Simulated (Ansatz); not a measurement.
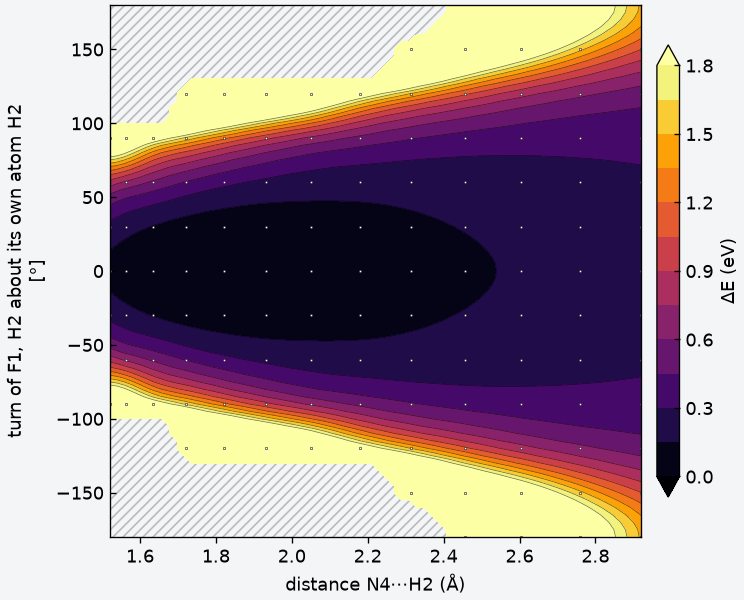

The pair FH···CHN. 
- The turn is about an axis along (0.31, −0.95, 0.05) in the frame of the relaxed pair, normal to the line between the partners.
- Coordinates scanned: (1) distance N4···H2; (2) turn of F1, H2 about its own atom H2.
- The scan uses a 13 × 12 grid; 115 points were computed and 10 follow by symmetry. At 31 points there is no value (left out of the scan, as a rule where atoms come close).
- Points are written as (first, second).
- Energies are in eV, from the lowest grid point.
- Theory: RKS wB97X-V/def2-SVPD in Ansatz.

The picture shows filled contours, dots at the grid points, one colour for all values above the top of the scale, hatched blanks where no value was computed. Between grid points the surface is interpolated.

The lowest grid point is at (1.821 Å, 0°). It is the only kind of minimum in the scanned range. The highest grid point, (1.721 Å, −120°), lies 6.41 eV above the lowest. At the highest point the unbonded atoms F1···N4 come to 1.49 Å, against 2.76 Å at the lowest; the sum of their van der Waals radii is about 3.1 Å.

The level of theory is changed to Ansatz 0.2.0, RHF/def2-SVPD; with it change the reference geometry, relaxed at the new level; the new grid has 15 × 15 points, laid about the new relaxed structure.

What does this change do to the map?

Answer. The minimum (interpolated where it lies between grid points) moves from about (1.810 Å, 0°) to about (1.940 Å, 0°). The curvature at the minimum changes by less than a tenth (about 1.6) eV/Å² along distance N4···H2 and from about 0.14 to 0.56 eV/rad² along the second coordinate. In the new map: at the highest point the unbonded atoms F1···N4 come to 1.49 Å, against 2.86 Å at the lowest; the sum of their van der Waals radii is about 3.1 Å.

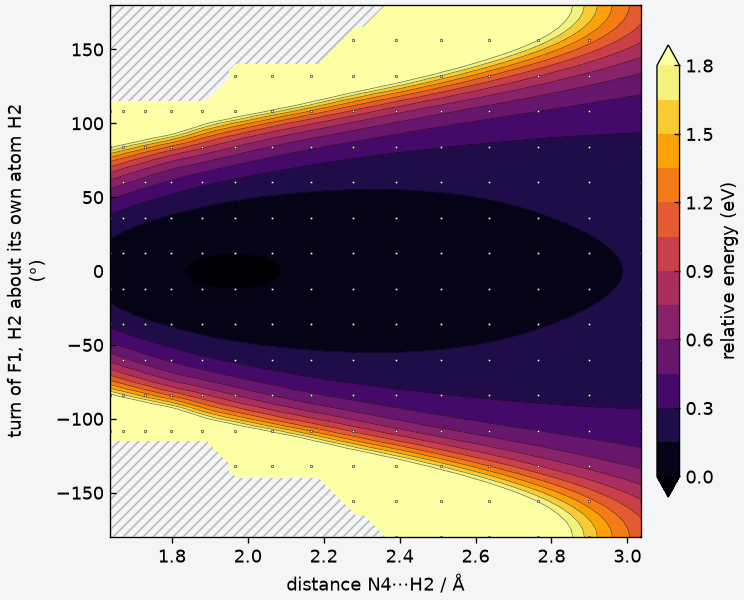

The map after the change, on a colour scale of its own. Drawn: filled contours, dots at the grid points, one colour for all values above the top of the scale, hatched blanks where no value was computed. Between grid points the surface is interpolated.
